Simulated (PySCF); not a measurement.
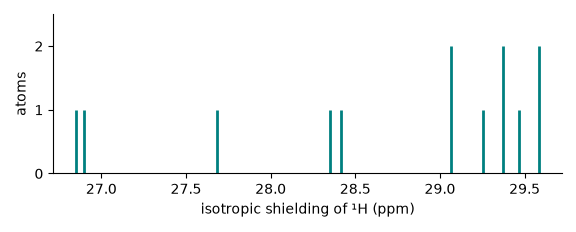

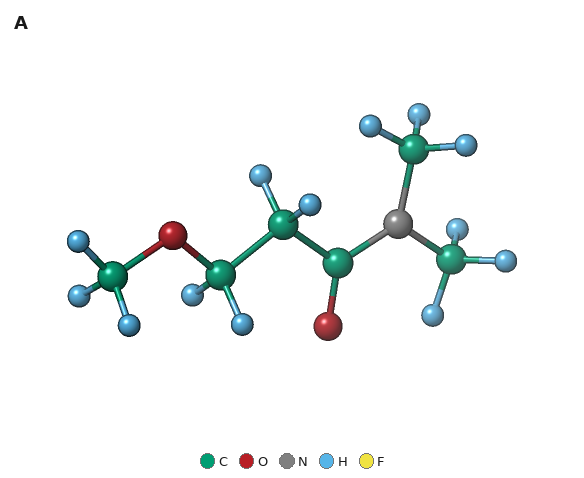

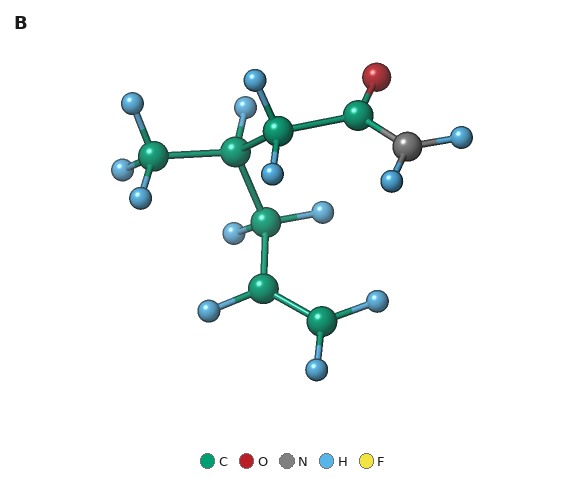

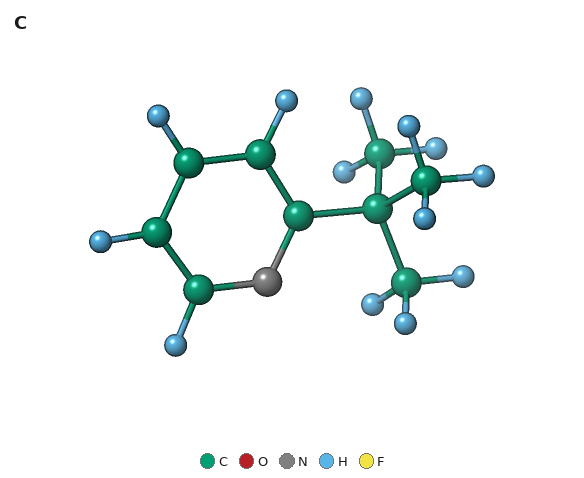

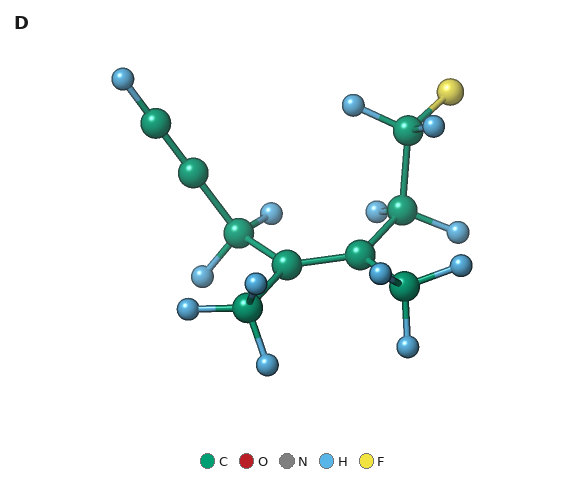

The sticks are computed shieldings of one of the molecules, for one fixed geometry (PBE0-D3(BJ)/def2-SVP) without averaging over rotations. Low shielding means a high chemical shift. Method: GIAO PBE0/pcSseg-1 NMR shielding, non-relativistic, IEF-PCM water (PySCF 2.14.0).

Match the spectrum to a structure.

D, `C#CC/C(C)=C(/C)CCF`. Its 13 H atoms give lines at 26.85, 26.90, 27.68, 28.35, 28.42, 29.07 (2 atoms), 29.26, 29.37 (2 atoms), 29.47, 29.58 (2 atoms) ppm.
